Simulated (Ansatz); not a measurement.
One crystal and one scan (energy against volume) at two levels, PBE (plane waves to 420 eV, PAW, scalar-relativistic; Ansatz, a first-principles code) and PBEsol (plane waves to 420 eV, PAW, scalar-relativistic; Ansatz), each from its own relaxed cell and on its own mesh. The cell shown is that of PBE.

TaC (rock salt)

```
CELL_PARAMETERS angstrom
      0.00000     2.23792     2.23792
      2.23792     0.00000     2.23792
      2.23792     2.23792     0.00000
ATOMIC_POSITIONS crystal
  C  0.00000 0.00000 0.00000
  Ta 0.50000 0.50000 0.50000
```

Equation-of-state scan: isotropic scaling of the cell above, V₀ being its volume. Symmetry pins the atoms to their sites.

Energies are smeared free energies. Spin-orbit coupling is left out, though Ta is heavy. TaC is run without spin polarisation. TaC was relaxed with its symmetry unable to fall. Percentages come from the unrounded values.

| quantity | PBE | PBEsol | PBE − PBEsol |
|---|---|---|---|
| Lattice constant a (Å) | 4.476 | 4.440 | +0.036 (+0.8 %) |
| Bulk modulus B₀ (third-order Birch-Murnaghan fit) (GPa) | 324.0 | 343.9 | -19.9 (-5.8 %) |
| Pressure derivative B₀′ (fit) | 4.2 | 4.2 | 0.0 |

PBE gives the higher value for: lattice constant a. PBE gives the lower value for: bulk modulus B₀. They agree on: pressure derivative B₀′ (within 1.5 %). Neither level is exact: the differences show how much the result hangs on the functional.

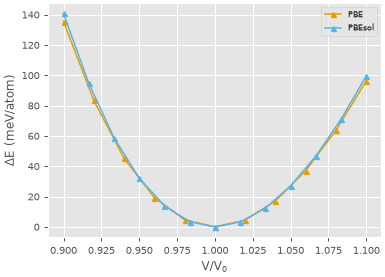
Fig. 1. ΔE, each from the relaxed starting cell of its own level.

(A scan under strain: stresses follow from slopes of the energy per volume, elastic moduli from its curvatures.)
